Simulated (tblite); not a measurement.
## Geometry relaxation of C7H11FSi (part 3 of 3)

The same run, continued: C7H11FSi; GFN2-xTB geometry optimisation, gas phase (tblite 0.8.0). It belongs to a series of runs on one base structure; here: constitutional isomer.

Geometry of the input (Å):
```
C  2.2596  -0.0077  -2.3812
C  2.1001  -0.0561  -1.1935
C  1.9306  -0.1084  0.2682
C  0.5223  -0.5284  0.5521
C  0.3965  -0.5631  2.0957
Si -0.8057  0.6078  -0.0335
C  -1.8463  0.2497  -1.4966
C  -2.4352  -0.2894  -0.2128
F  -3.4724  0.3626  0.3881
H  2.3772  0.0618  -3.4422
H  2.2050  0.8400  0.7706
H  2.5877  -0.8873  0.7239
H  0.2953  -1.5822  0.2201
H  1.3565  -0.1823  2.5117
H  0.1851  -1.5817  2.4489
H  -0.4104  0.1384  2.4044
H  -0.8944  1.8872  0.6904
H  -1.5121  -0.4841  -2.2673
H  -2.4099  1.1333  -1.8760
H  -2.4349  -1.4092  -0.1741
```

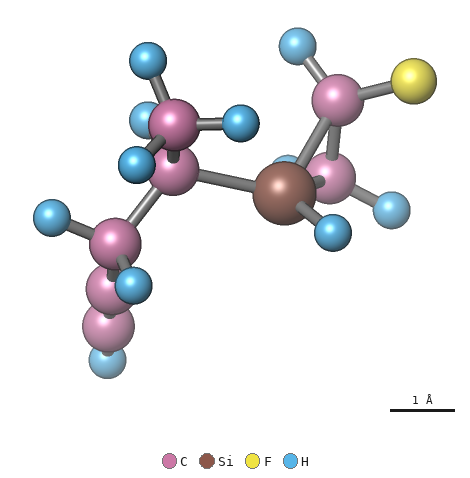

*The structure as given in the input (ball-and-stick view, seen at a tilt).*

**Key numbers**

- outcome: converged
- total energy: −732.5725 eV
- wall time: 2 s
- peak memory: 0.18 GiB
